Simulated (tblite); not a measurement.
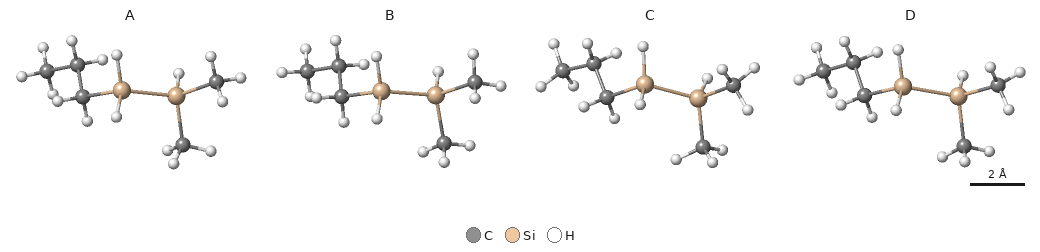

4 geometries from one relaxation of C5H16Si2, in shuffled order. A ball-and-stick model, seen at a tilt.

Method: GFN2-xTB geometry optimisation, gas phase in tblite 0.8.0. 

### Put them in the order of the run, from the start to the converged end.

C, D, A, B. They are steps 0, 51, 87, 158, at +63.5 kJ/mol, +6.71 kJ/mol, +2.27 kJ/mol relative to the last. After 158 geometry steps the energy has fallen by 63.5 kJ/mol. An H atom moves most after the best rigid fit: 0.96 Å. By element the largest moves are H 0.96 Å, Si 0.43 Å, C 0.30 Å. Among the contacts that change: Si–Si 2.210 → 2.324 Å, C–Si 1.860 → 1.906 Å, C–H 1.129 → 1.086 Å, H–Si 1.431 → 1.472 Å. Among the angles between lasting bonds that change: Si–Si–H 107.9° → 113.4°, C–C–Si 107.6° → 112.9°, H–C–H 113.4° → 108.4°. Groups turn about C–Si by about 55°, C–Si by about 35°, C–Si by about 30°. Cost: 2.5 s on 1 thread of Arm Neoverse N1 (shared host).
